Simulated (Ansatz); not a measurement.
# LaRuGe (P4/nmm): the equilibrium volume

At what volume is LaRuGe (P4/nmm) free of pressure?

Method: DFT PBEsol, scalar-relativistic, plane waves, PAW, in Ansatz 0.2.0.

## 1. The structure to begin with

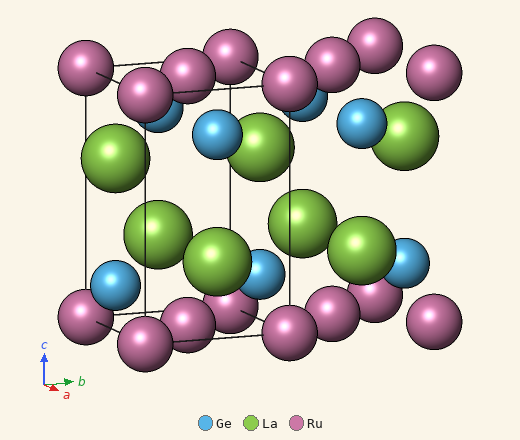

Start, viewed slightly off an axis; germanium blue, lanthanum green, ruthenium pink. 1×2×1 cells are drawn. Atoms on the faces are drawn again on the opposite ones.

Structure file:

```
Ge La Ru
1.0
     4.35675    0.00000    0.00000
     0.00000    4.35675    0.00000
     0.00000    0.00000    7.07173
Ge La Ru
2 2 2
Direct
  0.00000 0.50000 0.81867
  0.50000 0.00000 0.18133
  0.00000 0.50000 0.30862
  0.50000 0.00000 0.69138
  0.00000 0.00000 0.00000
  0.50000 0.50000 0.00000
```

## 2. The first run (PBEsol, 4×4×4 mesh)

Input file input.yaml:

```yaml
crystal:
  lattice:
    - [4.35674675, 0.0, 0.0]
    - [0.0, 4.35674675, 0.0]
    - [0.0, 0.0, 7.0717349]
  atoms:
    - { symbol: Ge, position: [0.0, 0.5, 0.81866759] }
    - { symbol: Ge, position: [0.5, 0.0, 0.18133241] }
    - { symbol: La, position: [0.0, 0.5, 0.30862188] }
    - { symbol: La, position: [0.5, 0.0, 0.69137812] }
    - { symbol: Ru, position: [0.0, 0.0, 0.0] }
    - { symbol: Ru, position: [0.5, 0.5, 0.0] }
basis:
  ecutwfc: 420
kpoints:
  mp_grid: { grid: [4, 4, 4] }
hamiltonian:
  xc: pbesol
scf:
  occupations: { method: gaussian, width: 0.1 }
output:
  forces: true
  stress: true
  eigenvalues: true
```

Started as:

```console
ansatz run input.yaml --threads 8 --pin off --max-ram 14336MiB --backend cpu --events-out ev --progress --plain --runs-dir out
```

Output, shortened:

```text
Warning: RAYON_NUM_THREADS=8 ignored (pool sized by the plan → 8); use --threads N
[...]
Pseudopotentials: kind: paw
Pseudopotential: Ge, paw, valence charge 14, recommended cutoff 420 eV (normal), Ge.paw.azcp
Pseudopotential: La, paw, valence charge 11, recommended cutoff 420 eV (normal), La.paw.azcp
Pseudopotential: Ru, paw, valence charge 16, recommended cutoff 420 eV (normal), Ru.paw.azcp
Functional definition: PBEsol
[...]
Crystal: 6 atoms, lattice volume = 134.230 Å³
Basis set: ecut = 420 eV, 2607 PW (Γ), exchange–correlation on 60×60×96 points (8 copies of the dense FFT grid, shifted against one another)
Bands: 50, of which v1, the nominal top of the filled ones, is band 41 counted from 1 (40 counted from 0)
Symmetry: 16 space group operations
Space group: P4/nmm (ITA 129), of the structure as read, at distance tolerance 5.1e-5 Å
k-points: 18 of 64
[...]
SCF iter   1: F=—  HF=-32466.631725 eV  |F-HF|=—  |Δ(HF+E_count)|=         —  Δρ=6.40e-3  dr2=1.02e-1  ethr=1.77e-3  ⟨swp⟩=5.4  Hψ=2999  notcnv=0
[...]
SCF iter   7: F=-32466.623941 eV  HF=-32466.623941 eV  |F-HF|=4.26e-9  |Δ(HF+E_count)|=   4.85e-8  Δρ=6.29e-6  dr2=5.73e-8  ethr=1.22e-10  ⟨swp⟩=13.6  Hψ=4668  notcnv=0
[...]
SCF converged after 7 iterations
Free energy (F): -32466.623941 eV
[...]
E sigma→0 (E₀):  -32466.606310 eV
Entropy (-TS):   -0.035262 eV (-5.877 meV/atom)
Fermi energy:    13.625282 eV
[...]
--- Forces (eV/Å), atoms counted from 1 ---
  atom   1  Ge     0.00000000     0.00000000     0.14681043
  atom   2  Ge     0.00000000     0.00000000    -0.14681043
  atom   3  La     0.00000000     0.00000000    -0.13664101
  atom   4  La     0.00000000     0.00000000     0.13664101
  atom   5  Ru     0.00000000     0.00000000     0.00000000
  atom   6  Ru     0.00000000     0.00000000     0.00000000
[...]
--- Stress (GPa, compression-positive) ---
       -4.409108       0.000000       0.000000
        0.000000      -4.409108       0.000000
        0.000000       0.000000      -3.480339
  P = ⅓ Tr σ = -4.0995 GPa (-40.995 kbar)
--- Band table (eV; the first three rows and the last of 18) ---
[...]
```

Run time: 1.2 s. Hardware: 8 threads of Arm Neoverse V2, shared host; peak memory 0.69 GiB.

Read off: volume 22.372 Å³/atom, pressure -4.10 GPa, a metal on this mesh.

[end of part 1 of 2]
